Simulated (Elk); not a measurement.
**GaFe3: magneto-optical Kerr spectrum**

How strongly does GaFe3 turn reflected light?

Program: Elk 11.2.3 (patched build). Level of theory: PBEsol; all-electron APW+lo, Dirac cores, scalar-relativistic bands with second-variational spin-orbit coupling. Results are calculated unless marked as measured.

**1. Starting point**

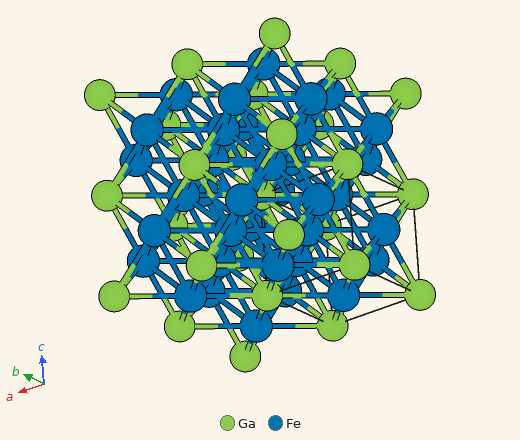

The starting structure, seen from a free direction (gallium green, iron blue). 2×2×2 cells are drawn. Some periodic images of atoms are drawn too.

**2. Ground state with spin–orbit coupling**

In a ferromagnet the Kerr effect comes from exchange splitting and spin–orbit coupling together. The parallel order is imposed here; no other order was tried.

In this input [001] lies along z, the axis of the moments and of the light.

Moments are seeded by fields in the spheres (the last three columns under atoms), set against the wanted direction and reduced each loop.

The input, elk.in:

```
tasks
  0
  15

xctype
  22

rgkmax
  7.0

nempty
  14

swidth
  0.005

reducebf
  0.5

epsengy
  1e-05

maxscl
  100

lmaxi
  3

spinpol
  .true.

spinorb
  .true.

cmagz
  .true.

sppath
  './'

avec
  6.99387638724 0.00000000000 0.00000000000
  0.00000000000 6.99387638724 0.00000000000
  0.00000000000 0.00000000000 6.99387638724

atoms
  2
  'Ga.in'
  1
  0.0000000000 0.0000000000 0.0000000000   0.000000 0.000000 0.000000
  'Fe.in'
  3
  0.0000000000 0.5000000000 0.5000000000   0.000000 0.000000 -0.210000
  0.5000000000 0.0000000000 0.5000000000   0.000000 0.000000 -0.210000
  0.5000000000 0.5000000000 0.0000000000   0.000000 0.000000 -0.210000

ngridk
  8 8 8
```

Run with:

```console
$ OMP_NUM_THREADS=4 elk
```

Numbers of over 12 decimals in the logs are rounded to 6 here.

The log of the run:

```text
Warning(gndstate): the lowest level lies among the core levels :   -2.941562642      -3.113968848
 is it the species file's wish, or a core state in the basis a second time?
Warning(gndstate): core states of species 1 leak from the muffin-tin :   0.7819098799E-03
Warning(chksvso): spin-orbit splittings by the second variation are low [figures from our tests cut]: local-orbitals by j (lorbdm 7 and 8, zora) mend levels alone

--- INFO.OUT ---
┌─────────────────────────┐
│ Elk code version 11.2.3 │
└─────────────────────────┘

All units are atomic (Hartree, Bohr, etc.)

┌─────────────────────────────────────────────────┐
│ Ground-state run starting from atomic densities │
└─────────────────────────────────────────────────┘

Lattice vectors :
   6.993876387       0.000000000       0.000000000
   0.000000000       6.993876387       0.000000000
   0.000000000       0.000000000       6.993876387

Species : 1 (Ga)
 parameters loaded from : Ga.in
 name : gallium
 nuclear charge    :   -31.00000000
 electronic charge :    31.00000000
 atomic mass :    127097.2539
 muffin-tin radius :    2.400000000
 number of radial points in muffin-tin :    993
 inner part over the whole radius :   0.9952882137E-02
 number on inner part of muffin-tin    :    702
 approximate nuclear radius :   0.7562051033E-04
 number of mesh points to nuclear radius :    339
 atomic positions (lattice), magnetic fields (Cartesian) :
  1 :   0.00000000  0.00000000  0.00000000    0.00000000  0.00000000  0.00000000

Species : 2 (Fe)
 parameters loaded from : Fe.in
 name : iron
 nuclear charge    :   -26.00000000
 electronic charge :    26.00000000
 atomic mass :    101799.2075
 muffin-tin radius :    2.400000000
 number of radial points in muffin-tin :    993
 inner part over the whole radius :   0.9896234358E-02
 number on inner part of muffin-tin    :    700
 approximate nuclear radius :   0.7160107270E-04
 number of mesh points to nuclear radius :    332
 atomic positions (lattice), magnetic fields (Cartesian) :
  1 :   0.00000000  0.50000000  0.50000000    0.00000000  0.00000000 -0.21000000
  2 :   0.50000000  0.00000000  0.50000000    0.00000000  0.00000000 -0.21000000
  3 :   0.50000000  0.50000000  0.00000000    0.00000000  0.00000000 -0.21000000

Total number of atoms per unit cell :    4
Total muffin-tin volume :    231.6233432
 ratio of muffin-tin to unit cell volume :   0.6770620461

Spin treatment :
 spin-polarised
 spin-orbit coupling
 global magnetic field (Cartesian) :    0.000000000       0.000000000       0.000000000
 collinear magnetisation in z-direction

Number of Bravais lattice symmetries :   48
Number of crystal symmetries         :    8
Crystal has inversion symmetry
Real symmetric eigensolver will be used

k-point grid :      8     8     8
k-point offset :    0.000000000       0.000000000       0.000000000
k-point set is reduced with full crystal symmetry group
Total number of k-points :       90

Muffin-tin radius times maximum |G+k| :    7.000000000
 using average radius
Maximum |G+k| for APW functions       :    2.916666667
Maximum (1/2)|G+k|²                   :    4.253472222
Maximum |G| for potential and density :    12.00000000
Constant for pseudocharge density :    7
 order of it for each species :   14  14
 order of it for pair densities of each species (exact exchange by exxq0 0: 14) :   10  10
Radial integration step length :    1

G-vector grid sizes :     27    27    27
Number of G-vectors :     9939

Maximum angular momentum used for
 APW functions            :    8
 outer part of muffin-tin :    6
 inner part of muffin-tin :    3

Number of empty states         :     56
Total number of valence states :    174
Total number of core states    :     48

Third-order local-orbitals added for an l without core states : T
Total number of local-orbitals :     88

Exchange-correlation functional :     22     0     0
 PBEsol, Phys. Rev. Lett. 100, 136406 (2008)
 gradient requirement :    1
 generalised gradient approximation (GGA)

Smearing type :    3
 Fermi-Dirac
Smearing width :   0.5000000000E-02
Effective electronic temperature (K) :    1578.875124

Mixing type :    3
 Broyden mixing, J. Phys. A: Math. Gen. 17, L317 (1984)

Kohn-Sham potential initialised from atomic data

┌──────────────────────────────┐
│ Self-consistent loop started │
└──────────────────────────────┘

┌─────────────────┐
│ Loop number : 1 │
└─────────────────┘

Energies :
 Fermi                       :     0.182391
 sum of occupied eigenvalues :     -3329.7237736224
 electron kinetic            :      5842.1397399546
 core electron kinetic       :      5290.7014115352
 Coulomb                     :     -11361.889377114
 Coulomb potential           :     -8856.3134896747
 nuclear-nuclear             :     -976.60173457341
 electron-nuclear            :     -11950.644780354
 Hartree                     :      1565.3571378132
 Madelung                    :     -6933.7326322770
 xc potential                :     -315.16798724716
 xc effective B-field        :    -0.362142
 external B-field            :      0.000000
 exchange                    :     -232.38906434996
 correlation                 :     -5.848413
 electron entropic           :    -0.58247673087474E-02
 total energy                :     -5757.9929388588
 (external B-field energy excluded from total)

Density of states at Fermi energy :    65.01516112
 (states/Hartree/unit cell)

Estimated indirect band gap :   0.7317591653E-03
 from k-point 37 to k-point 58
Estimated direct band gap   :   0.8227866799E-02
 at k-point 24

Charges :
 core                        :    48.00000000
 valence                     :    61.00000000
 interstitial                :    3.872968327
 muffin-tins (core leakage)
  species : 1 (Ga)
   atom 1                    :    29.68811546     (  0.8545682884E-03)
  species : 2 (Fe)
   atom 1                    :    25.14607940     ( -0.2258117817E-06)
   atom 2                    :    25.14607940     ( -0.2258117817E-06)
   atom 3                    :    25.14675741     ( -0.2258117817E-06)
 total in muffin-tins        :    105.1270317
 total calculated charge     :    108.9983711
 total charge                :    109.0000000
 error                       :   0.1628915666E-02

Moments :
 interstitial                :  -0.6688301821E-01
 muffin-tins
  species : 1 (Ga)
   atom 1                    :  -0.9882354430E-01
  species : 2 (Fe)
   atom 1                    :    2.447801713
   atom 2                    :    2.447801713
   atom 3                    :    2.447590457
 total in muffin-tins        :    7.244370339
 total moment                :    7.177487320

[... earlier loops left out ...]

┌──────────────────┐
│ Loop number : 22 │
└──────────────────┘

Energies :
 Fermi                       :     0.291357
 sum of occupied eigenvalues :     -3321.1218778062
 electron kinetic            :      5846.7632707623
 core electron kinetic       :      5291.3570289441
 Coulomb                     :     -11365.854236876
 Coulomb potential           :     -8855.3972890474
 nuclear-nuclear             :     -976.60173457341
 electron-nuclear            :     -11959.347850735
 Hartree                     :      1570.0953484328
 Madelung                    :     -6938.1555923520
 xc potential                :     -312.13463949143
 xc effective B-field        :    -0.353221
 external B-field            :      0.000000
 exchange                    :     -232.64299399542
 correlation                 :     -5.851117
 electron entropic           :    -0.56733558515455E-02
 total energy                :     -5757.5907507746
 (external B-field energy excluded from total)

Density of states at Fermi energy :    62.30641219
 (states/Hartree/unit cell)

Estimated indirect band gap :   0.1951106830E-03
 from k-point 6 to k-point 23
Estimated direct band gap   :   0.5983565954E-02
 at k-point 88

Charges :
 core                        :    48.00000000
 valence                     :    61.00000000
 interstitial                :    3.849350873
 muffin-tins (core leakage)
  species : 1 (Ga)
   atom 1                    :    29.90223980     (  0.7819098799E-03)
  species : 2 (Fe)
   atom 1                    :    25.08276137     ( -0.2258119327E-06)
   atom 2                    :    25.08276137     ( -0.2258119327E-06)
   atom 3                    :    25.08288659     ( -0.2258117142E-06)
 total in muffin-tins        :    105.1506491
 total calculated charge     :    108.9984646
 total charge                :    109.0000000
 error                       :   0.1535406381E-02

Moments :
 interstitial                :  -0.8398821396E-01
 muffin-tins
  species : 1 (Ga)
   atom 1                    :  -0.1257637232
  species : 2 (Fe)
   atom 1                    :    2.402776137
   atom 2                    :    2.402776137
   atom 3                    :    2.402331169
 total in muffin-tins        :    7.082119720
 total moment                :    6.998131506

┌──────────────────────────────┐
│ Self-consistent loop stopped │
└──────────────────────────────┘

Warning : the lowest level lies among the core levels :   -2.941562642      -3.113968848

Warning : core states of species 1 leak from the muffin-tin :   0.7819098799E-03

Wrote STATE.OUT
```

Run time: 12 min. Hardware: 4 threads of Arm Neoverse V1, shared host; peak memory 0.46 GiB.

Spin moment in the muffin-tin sphere by atom:

```csv
atom,spin moment in the muffin-tin sphere (μB)
Ga1,-0.13
Fe2,2.40
Fe3,2.40
Fe4,2.40
```

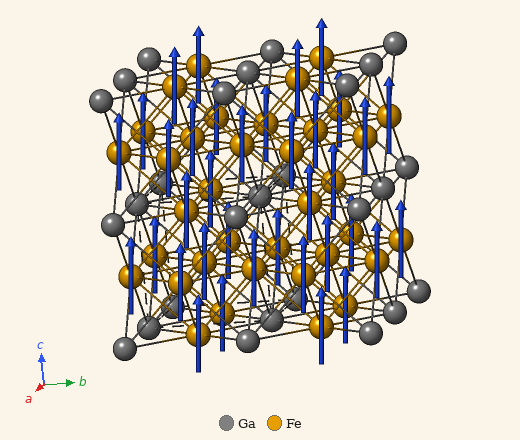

Spin moment in the muffin-tin sphere as arrows, the longest 2.40 μB. Up and down stand for the sign. Arrows give size and sign along the axis of quantisation, drawn up and down the page. 2×2×2 cells are drawn. Some periodic images of atoms are drawn too.

Numbers from this step:

```
density of states at the Fermi level : 2.290 states/eV/cell
moment between the spheres           : -0.08399 μB
magnetization                        : 6.998 μB
final state                          : ferromagnetic
```

After 22 cycles the largest moment stands at 2.40 μB.

Orbital moment <L> in the sphere by atom:

```csv
atom,x (μB),y (μB),z (μB),size
Ga1,0.0000,0.0000,-0.0006,0.0006
Fe2,0.0000,0.0000,0.0624,0.0624
Fe3,0.0000,0.0000,0.0624,0.0624
Fe4,0.0000,0.0000,0.0604,0.0604
```

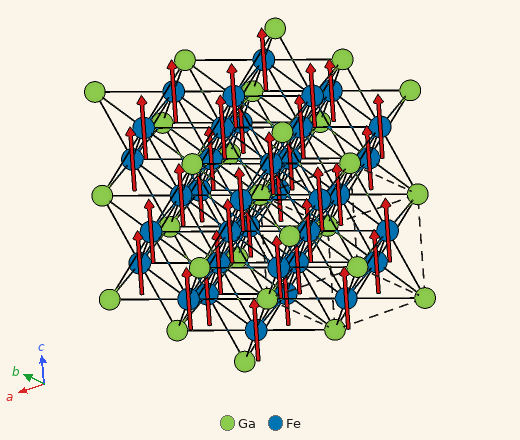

Orbital moment <L> in the sphere as arrows, the longest 0.0624 μB. 2×2×2 cells are drawn. Some periodic images of atoms are drawn too.

**3. States and momentum matrix elements on a finer mesh**

Optical spectra need more k points than the density, so the states are solved once on a finer mesh in the saved potential.

The input, elk.in:

```
tasks
  1
  120

xctype
  22

rgkmax
  7.0

nempty
  14

swidth
  0.005

reducebf
  0.5

epsengy
  1e-05

maxscl
  1

lmaxi
  3

spinpol
  .true.

spinorb
  .true.

cmagz
  .true.

sppath
  './'

avec
  6.99387638724 0.00000000000 0.00000000000
  0.00000000000 6.99387638724 0.00000000000
  0.00000000000 0.00000000000 6.99387638724

atoms
  2
  'Ga.in'
  1
  0.0000000000 0.0000000000 0.0000000000   0.000000 0.000000 0.000000
  'Fe.in'
  3
  0.0000000000 0.5000000000 0.5000000000   0.000000 0.000000 -0.000210
  0.5000000000 0.0000000000 0.5000000000   0.000000 0.000000 -0.000210
  0.5000000000 0.5000000000 0.0000000000   0.000000 0.000000 -0.000210

ngridk
  11 11 11
```

Run with:

```console
$ OMP_NUM_THREADS=4 elk
```

The log of the run:

```text
Warning(gndstate): the lowest level lies among the core levels :   -2.941562630      -3.113968858
 is it the species file's wish, or a core state in the basis a second time?
Warning(gndstate): core states of species 1 leak from the muffin-tin :   0.7819098745E-03
Warning(chksvso): spin-orbit splittings by the second variation are low [figures from our tests cut]: local-orbitals by j (lorbdm 7 and 8, zora) mend levels alone

--- INFO.OUT ---
┌─────────────────────────┐
│ Elk code version 11.2.3 │
└─────────────────────────┘

All units are atomic (Hartree, Bohr, etc.)

┌──────────────────────────────────────────┐
│ Ground-state run resuming from STATE.OUT │
└──────────────────────────────────────────┘

Lattice vectors :
   6.993876387       0.000000000       0.000000000
   0.000000000       6.993876387       0.000000000
   0.000000000       0.000000000       6.993876387

Species : 1 (Ga)
 muffin-tin radius :    2.400000000
 atomic positions (lattice), magnetic fields (Cartesian) :
  1 :   0.00000000  0.00000000  0.00000000    0.00000000  0.00000000  0.00000000

Species : 2 (Fe)
 muffin-tin radius :    2.400000000
 atomic positions (lattice), magnetic fields (Cartesian) :
  1 :   0.00000000  0.50000000  0.50000000    0.00000000  0.00000000  0.00000000
  2 :   0.50000000  0.00000000  0.50000000    0.00000000  0.00000000  0.00000000
  3 :   0.50000000  0.50000000  0.00000000    0.00000000  0.00000000  0.00000000

Total number of atoms per unit cell :    4
Total muffin-tin volume :    231.6233432
 ratio of muffin-tin to unit cell volume :   0.6770620461

Spin treatment :
 spin-polarised
 spin-orbit coupling
 global magnetic field (Cartesian) :    0.000000000       0.000000000       0.000000000
 collinear magnetisation in z-direction

[...]
electron-nuclear            :     -11959.351271825
 Hartree                     :      1570.0982104721
 Madelung                    :     -6938.1668795053
 xc potential                :     -312.15599266807
 xc effective B-field        :    -0.353204
 external B-field            :      0.000000
 exchange                    :     -232.64316330414
 correlation                 :     -5.851118
 electron entropic           :    -0.56284176260364E-02
 total energy                :     -5757.5919157532
 (external B-field energy excluded from total)

Density of states at Fermi energy :    61.39508396
 (states/Hartree/unit cell)

Estimated indirect band gap :   0.1127532175E-02
 from k-point 28 to k-point 32
Estimated direct band gap   :   0.4225069818E-02
 at k-point 19

Charges :
 core                        :    48.00000000
 valence                     :    61.00000000
 interstitial                :    3.848613800
 muffin-tins (core leakage)
  species : 1 (Ga)
   atom 1                    :    29.90209304     (  0.7819098745E-03)
  species : 2 (Fe)
   atom 1                    :    25.08306027     ( -0.2258118244E-06)
   atom 2                    :    25.08306027     ( -0.2258118244E-06)
   atom 3                    :    25.08317261     ( -0.2258116112E-06)
 total in muffin-tins        :    105.1513862
 total calculated charge     :    108.9984694
 total charge                :    109.0000000
 error                       :   0.1530628008E-02

Moments :
 interstitial                :  -0.8429124890E-01
 muffin-tins
  species : 1 (Ga)
   atom 1                    :  -0.1258375794
  species : 2 (Fe)
   atom 1                    :    2.402702990
   atom 2                    :    2.402702990
   atom 3                    :    2.402276881
 total in muffin-tins        :    7.081845282
 total moment                :    6.997554033

┌──────────────────────────────┐
│ Self-consistent loop stopped │
└──────────────────────────────┘

Warning : the lowest level lies among the core levels :   -2.941562630      -3.113968858

Warning : core states of species 1 leak from the muffin-tin :   0.7819098745E-03
```

Run time: 2.3 min. Hardware: 4 threads; peak memory 0.74 GiB; 9.2 min of CPU time.

Read from the output:

```yaml
magnetization: 6.998 μB
largest_moment: 2.403 μB
```

**4. Optics with a broadening of 0.20 eV**

The broadening stands for the lifetime of the excited states; it lowers and widens the peaks.

elk.in, as its differences from that of step 3:

```diff
@@ -1,4 +1,4 @@
 tasks
-  1
-  120
+  121
+  122
 
@@ -14,3 +14,3 @@
 swidth
-  0.005
+  0.0075
 
@@ -23,3 +23,3 @@
 maxscl
-  1
+  100
 
@@ -35,2 +35,5 @@
 cmagz
+  .true.
+
+intraband
   .true.
@@ -58 +61,10 @@
   11 11 11
+
+wplot
+  240 100 0
+  0.00000 0.30000
+
+optcomp
+  1 1
+  1 2
+  3 3
```

Run with:

```console
$ OMP_NUM_THREADS=4 elk
```

The log of the run:

```text
┌─────────────────────────────────┐
│ Elk code version 11.2.3 started │
└─────────────────────────────────┘

Info(readinput): the functional depends on the density's gradient
 muffin-tin radial points multiplied by    2.00000
 (not where nrmtscf is given)

┌────────────────────┐
│ Current task : 121 │
└────────────────────┘

Info(dielectric):
 dielectric tensor written to EPSILON_ij.OUT
 optical conductivity written to SIGMA_ij.OUT
 plasma frequency written to PLASMA_ij.OUT
 for components
  i = 1, j = 1
  i = 1, j = 2
  i = 3, j = 3

┌────────────────────┐
│ Current task : 122 │
└────────────────────┘

Warning(chksvso): spin-orbit splittings by the second variation are low [figures from our tests cut]: local-orbitals by j (lorbdm 7 and 8, zora) mend levels alone

Info(dielectric):
 dielectric tensor written to EPSILON_ij.OUT
 optical conductivity written to SIGMA_ij.OUT
 plasma frequency written to PLASMA_ij.OUT
 for components
  i = 1, j = 1
  i = 1, j = 2

Info(moke):
 complex Kerr angle in degrees written to KERR.OUT

┌──────────────────┐
│ Elk code stopped │
└──────────────────┘
```

Elapsed: 98 s, on 4 threads; peak memory 0.05 GiB; 6.6 min of CPU time.

[end of part 1 of 2]

[Logs and program files are shortened in this print: banners, set-up blocks, solver, clock and traceback lines can be left out without a mark of their own.]

[Logs are printed without paths, hosts, clocks, repeated set-up lines and the standing remarks that a program may print on its own settings, such as how far it seeks lower states.]

[Hosts, paths, dates, database ids (printed as entryN), source tags and the programs' standing remarks are cut or masked in the printed files.]

[Where a cell is said to come from a database of computed structures, the database is the Materials Project.]
